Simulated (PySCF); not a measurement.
# V(NH2)2Cl2 (Cl2H4N2V, doublet): electronic structure

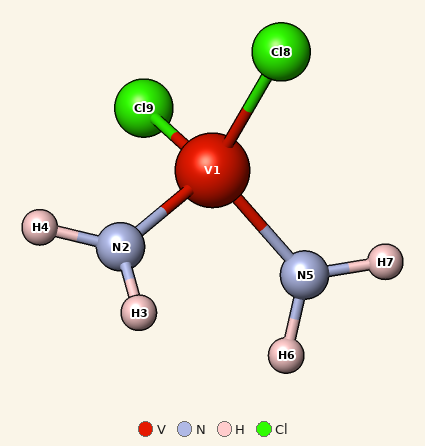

The molecule, with its atoms numbered as below. No frequency check shows the geometry to be a minimum.

Coordinates in Å:

```
V1      -0.0001    0.2220   -0.0001
N2       0.1493    1.3582   -1.3411
H3       0.5919    2.2762   -1.3180
H4      -0.1572    1.1531   -2.2923
N5      -0.1492    1.3581    1.3413
H6      -0.5919    2.2761    1.3182
H7       0.1573    1.1530    2.2925
Cl8      1.7051   -0.9111    0.0628
Cl9     -1.7050   -0.9112   -0.0628
```

Part 1: Bonding charge

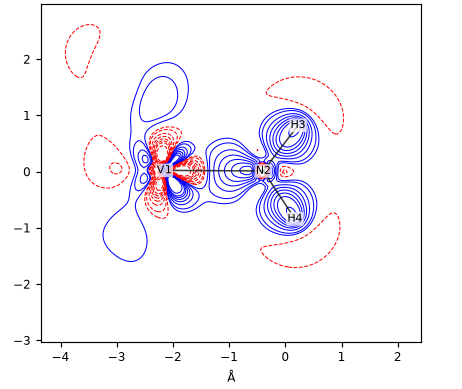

Deformation density (molecule less spherical, spin-averaged free atoms) in the plane of V1, N2, H3 and H4; contours at ±0.05 to ±0.8 e/Å³; solid blue lines: gain, dashed red lines: loss.

Computed with PySCF, TPSSh/def2-TZVP, geometry: GFN2-xTB. This is a single-reference result, which may miss multireference character in this system. The stability of the open-shell solution wasn't checked. GFN2-xTB doesn't know the spin state, so this open-shell geometry is rough.

Question: Describe the bonding that the map shows.

Answer: N2–H3: +0.78 e/Å³ at the bond critical point (bond length 1.02 Å, Mayer order 0.9). N2–H4: +0.78 e/Å³ at the bond critical point (bond length 1.02 Å, Mayer order 0.9). V1–N2: +0.21 e/Å³ at the bond critical point (bond length 1.76 Å, Mayer order 1.1). In all, 2.0 electrons gather in the regions of gain relative to the promolecule.

Part 2: Electrostatic potential

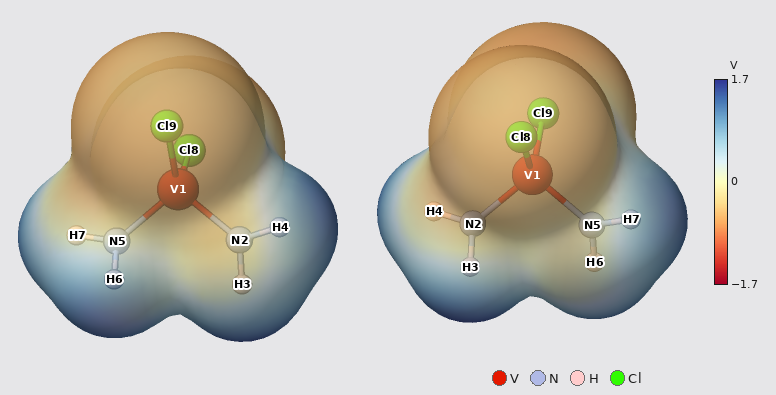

Electrostatic potential on the surface of electron density 0.001 a.u. (back view left, front view right).

Question: Where are the extremes of the potential on the surface?

Answer: Highest: 1.60 V, 1.3 Å from H6, and at like points elsewhere. Further maxima include −0.45 V, 2.0 Å from Cl9. Lowest: −0.70 V, 2.1 Å from Cl9. Further minima include −0.58 V, over N5, off the plane of its three bonds (2.3 Å), and at like points elsewhere. The surface is sampled at points, so like sites can differ by a few per cent and only the strongest of them is named.

Question: What volume does the surface enclose, and what is the dipole moment?

Answer: About 135 Å³; the dipole moment is 3.4 D.

Part 3: Spin density

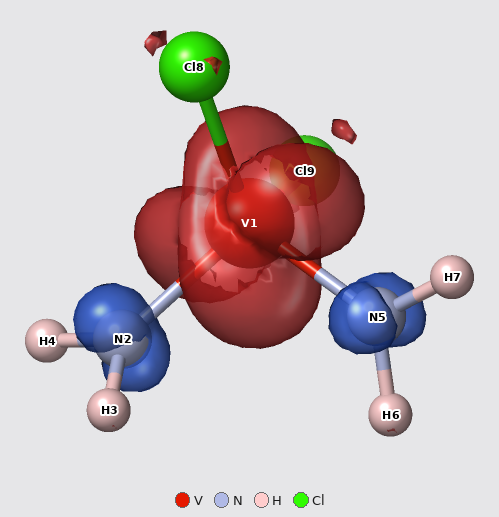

Spin density ρα − ρβ at ±0.03 e/Å³ (red: excess α, blue: excess β).

Question: Where is the unpaired spin?

Answer: Hirshfeld spin populations: V1 +0.91. ⟨S²⟩ = 0.76, against 0.75 for a pure state. The picture also shows regions of β spin from spin polarisation; the Hirshfeld sums, whose atoms overlap, net them against the α spin of neighbours.

Part 4: Removing or adding an electron

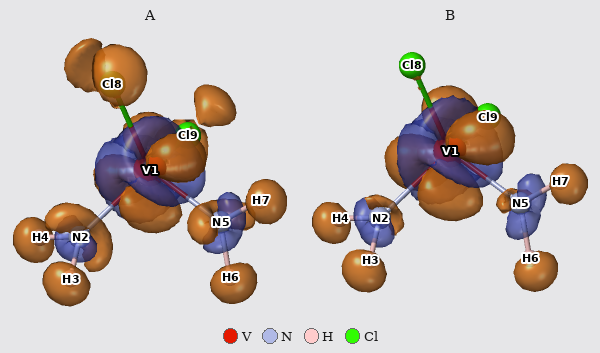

The two Fukui functions at ±0.03 e/Å³ (orange positive, blue negative).

PySCF calculation, r2SCAN/def2-SVPD, gas phase; geometry: GFN2-xTB. This is a single-reference result, which may miss multireference character in this system. GFN2-xTB doesn't know the spin state, so this open-shell geometry is rough.

Question: Which panel is f⁻ (electron removed) and which f⁺ (electron added)?

Answer: A is f⁻, B is f⁺. f⁻ (Hirshfeld-condensed) is largest on Cl8 and Cl9 (0.21 each) and V1 (0.18); the vertical ionisation energy is 7.88 eV (to the singlet cation, which needn't be its lowest state). f⁺ (Hirshfeld-condensed) is largest on V1 (0.23) and Cl8 and Cl9 (0.16 each); the vertical electron affinity is −0.15 eV (to the singlet anion, which needn't be its lowest state; negative: at this level and geometry the extra electron isn't bound, and the finite basis holds it).
